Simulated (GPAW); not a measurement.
LiTi3O4 (Cmmm) has these O sites:
A. atom 4: 1 Li at 1.99 Å, 4 Ti at 2.12 Å and 1 Ti at 2.18 Å (distorted octahedral, site symmetry m2m), then 4 O at 2.90 Å and 2 O at 2.96 Å
B. atom 5: 2 Ti at 2.09 Å, 2 Li at 2.10 Å and 2 Ti at 2.15 Å (distorted octahedral, site symmetry 2mm), then 4 O at 2.90 Å and 3 O at 2.96 Å

Their O K edges were computed (GPAW, LDA, excited-electron core hole (neutral cell), 16-atom cell with 5.9 Å between holes, 5×5×5 k points, dipole transitions, Gaussian full width 0.9 eV up to 4 eV, rising linearly to 3.5 eV at 25 eV) and are given in random order.

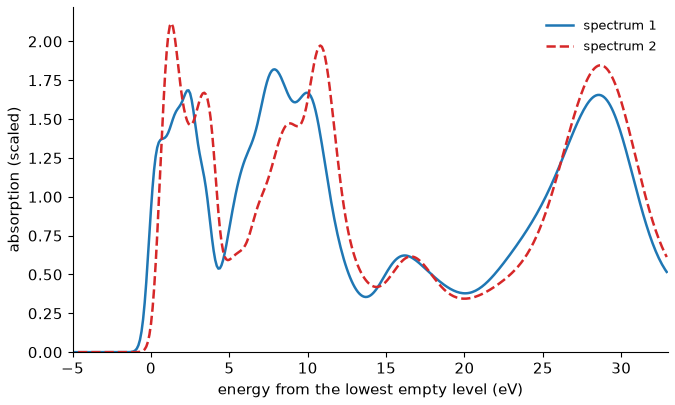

On one photon-energy scale, from the lowest onset; each scaled to a mean of 1 over its first 20 eV.

Question: Which spectrum belongs to which site?

Spectrum 1 is B (onset at +0.00 eV, maxima 2.4 eV (1.69), 7.9 eV (1.82) and 9.9 eV (1.67) above its own zero). Spectrum 2 is A (onset at +0.50 eV, maxima 0.8 eV (2.12), 2.9 eV (1.67) and 10.3 eV (1.97) above its own zero).

[Hosts, paths, dates, database ids (printed as entryN), source tags and the programs' standing remarks are cut or masked in the printed files.]

[Lists of maxima count a maximum above −3 eV only where it reaches 4 % of the highest in the window and stands out from its surroundings by 2 % of it (1.5 % where it reaches 55 %); shoulders and weaker maxima are passed over, and of the rest the first, up to two pre-edge ones and the few strongest are named.]
